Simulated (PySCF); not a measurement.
Consider C7H10S.

```yaml
atoms:
  - { symbol: C, position_ang: [1.9825, -1.0680, -0.2465] }
  - { symbol: C, position_ang: [1.6097, 0.1371, 0.1399] }
  - { symbol: C, position_ang: [0.3604, 0.8539, -0.3061] }
  - { symbol: C, position_ang: [-0.3314, 0.1641, -1.4444] }
  - { symbol: C, position_ang: [-1.4249, -0.5804, -1.3496] }
  - { symbol: S, position_ang: [-2.2999, -0.9656, 0.1121] }
  - { symbol: C, position_ang: [-1.1579, -0.2785, 1.3541] }
  - { symbol: C, position_ang: [-0.5858, 1.0474, 0.8892] }
  - { symbol: H, position_ang: [2.8856, -1.5260, 0.1203] }
  - { symbol: H, position_ang: [1.4034, -1.6450, -0.9486] }
  - { symbol: H, position_ang: [2.2104, 0.6919, 0.8505] }
  - { symbol: H, position_ang: [0.6666, 1.8504, -0.6529] }
  - { symbol: H, position_ang: [0.1183, 0.3006, -2.4182] }
  - { symbol: H, position_ang: [-1.8928, -1.0242, -2.2138] }
  - { symbol: H, position_ang: [-1.7455, -0.1672, 2.2648] }
  - { symbol: H, position_ang: [-0.3649, -1.0089, 1.5195] }
  - { symbol: H, position_ang: [-1.4022, 1.7143, 0.6027] }
  - { symbol: H, position_ang: [-0.0404, 1.5104, 1.7155] }
```

Geometry: GFN2-xTB.

All numbers below come from PBE0/pcSseg-1, SCF density, gas phase, non-relativistic (PySCF 2.14.0).

> What will maps of the electron density and electron localisation function show?

C–C (1.32 Å): the density is about 2.3 e/Å³ at the midpoint; the ELF peaks at about 0.90 between the atoms; a multiple bond.
C–H (1.08 Å): ρ is about 2 e/Å³ halfway; the ELF climbs to about 1 towards the hydrogen, as it does in any bond to H (a covalent bond by its length).
C–C (1.50 Å): the density is about 1.7 e/Å³ at the midpoint; the ELF peaks at about 0.95 between the atoms: a shared electron pair.

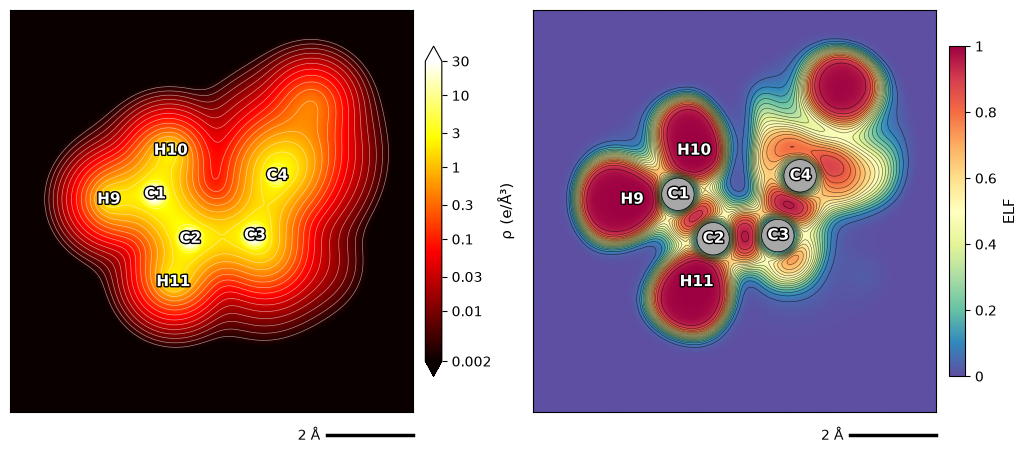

Computed electron density and electron localisation function on the plane of atoms C1, C2 and H11, in this order. Grey discs cover the atomic cores in the ELF map. 
